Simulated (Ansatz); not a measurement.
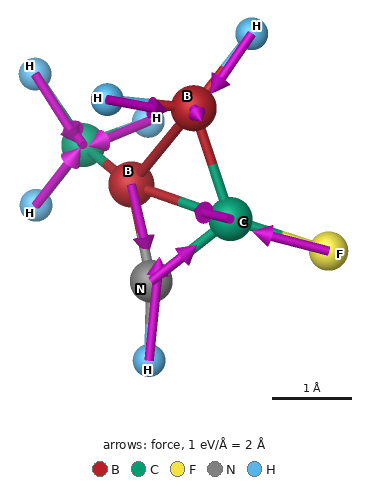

Starting geometry of C2H6B2FN with the computed forces as purple arrows. Style: ball-and-stick. Shown from a free direction.

The start comes from PBE-D4/def2-SVP.

All numbers below come from Ansatz, RKS PBE0-D4/def2-TZVP. Set-up: force threshold 0.005 eV/Å; at most 150 steps.

What follows when this structure is relaxed?

Answer. It isn't relaxed: the largest force vector, on an H atom, is 0.67 eV/Å. The final displacements follow the starting forces only in part (cosine between the two patterns 0.41). After 9 geometry steps the energy has fallen by 0.052 eV. The largest force component goes from 0.53 to 0.0047 eV/Å. The largest move after the best rigid fit is that of an H atom, 0.080 Å. By element the largest moves are H 0.080 Å, F 0.052 Å, C 0.032 Å, B 0.023 Å, N 0.012 Å. Some distances before and after: B–C 1.781 → 1.754 Å, B–B 1.867 → 1.890 Å, B–C 1.508 → 1.485 Å, B–H 1.225 → 1.204 Å. Bond angles that change, for instance: B–C–B 68.6° → 70.9°.
